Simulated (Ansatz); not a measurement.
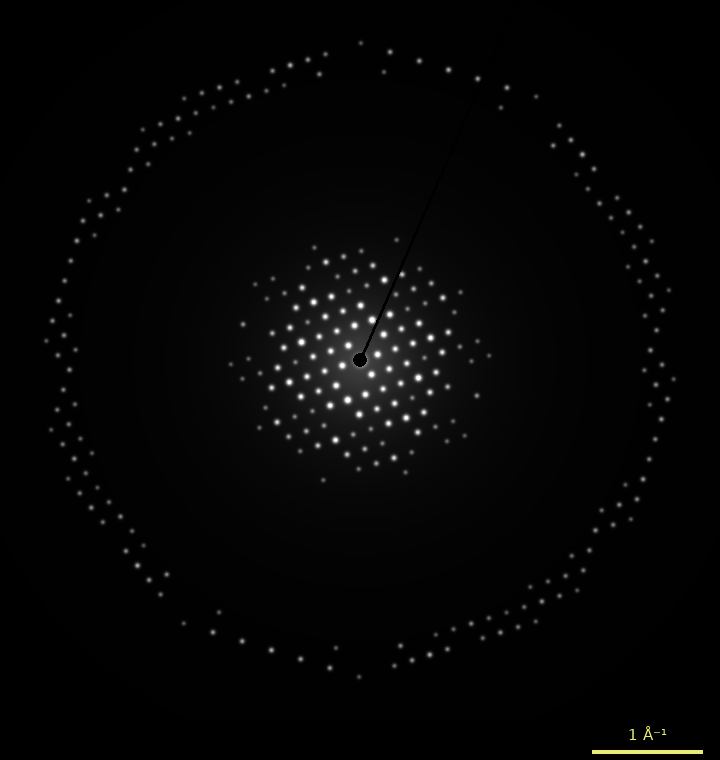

Wide-angle electron diffraction pattern, simulated kinematically at 100 kV (λ = 0.0370 Å, B = 0.2 Å², logarithmic intensity scale). The centre holds the zero-order Laue zone; the ring outside it is the first higher-order Laue zone that is excited.

Crystal: CuIr2Se4, space group I4_1/amd (No. 141), a = 7.176 Å, c = 10.480 Å, zone axis [100]. Structure: the geometry relaxed (final pressure about 3.1 GPa) with DFT, PAW plane waves, r2scan in Ansatz 0.2.0; the starting structure was generated, so it need not be a known form of this composition.

> What radius does the first ring have, and which layer is it?

The repeat along [100] is 7.176 Å. The first occupied layer is hu + kv + lw = 1, H = 1/7.176 = 0.1394 Å⁻¹ above the zero layer, and the ring has radius G ≈ (2H/λ)^½ = 2.74 Å⁻¹.

> What symmetry do the zero layer and the whole pattern have?

Zero layer: 2mm. With the outer ring, and with Friedel's law holding in this kinematic picture: 2mm.
